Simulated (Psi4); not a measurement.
**BH3O (BH2(OH)): CAM-B3LYP/6-31G(d) (spherical functions, sweep point 8)**

Wanted: a geometry optimisation of BH3O (BH2(OH)). 

Program for the calculation: Psi4 1.11.

4 further runs of the same task are left out: 4 set aside as unsound or not needed.

**1. The structure to begin with**

The species is BH3O (5 atoms), meant as a singlet with charge 0. As SMILES, `[H]B([H])O`. Geometry: relaxed at GFN2-xTB. The run starts from this shape.

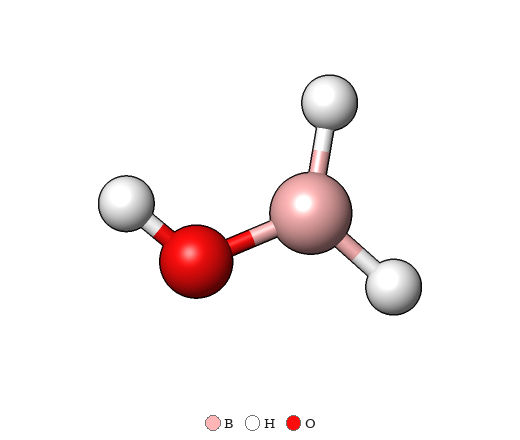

The structure, seen from a chosen angle (boron pink, hydrogen white, oxygen red).

**2. A structure relaxation at CAM-B3LYP/6-31G(d) (spherical functions, sweep point 8)**

Contents of job.in:

```
memory 1600 mb

molecule m {
  B      0.270970     0.302480    -0.108500
  H      1.403550     0.390040    -0.395610
  H     -0.432910     1.251360    -0.080700
  O     -0.159420    -0.918700     0.174490
  H     -1.082200    -1.025180     0.410320
  symmetry c1
}

set globals {
  basis 6-31G*
  puream true
  scf_type pk
  dft_radial_points 99
  dft_spherical_points 590
  g_convergence gau_tight
  geom_maxiter 50
}

opt('cam-b3lyp')
print_variables()
```

Command:

```bash
$ psi4 -i job.in -o job.out -n 1
```

**Question.** What will come out? Wanted: total energy at the end; dipole moment; HOMO energy; LUMO energy; HOMO–LUMO gap.

Answer, from the run:

Level: CAM-B3LYP/6-31G* (spherical functions, sweep point 8).

```
               quantity          value
total energy at the end  -101.85280 Eh
          dipole moment         1.72 D
            HOMO energy      -10.12 eV
            LUMO energy        1.41 eV
          HOMO–LUMO gap       11.54 eV
```

**Reading.** At the final geometry: Bond lengths: B1–O4 1.349 Å, B1–H2 1.194 Å, B1–H3 1.200 Å, O4–H5 0.967 Å. Angles: B1–O4–H5 112.8°, H2–B1–O4 116.5°, H3–B1–O4 120.9°, H2–B1–H3 122.6°. The optimisation took 7 steps and changed the energy by -0.038 eV.
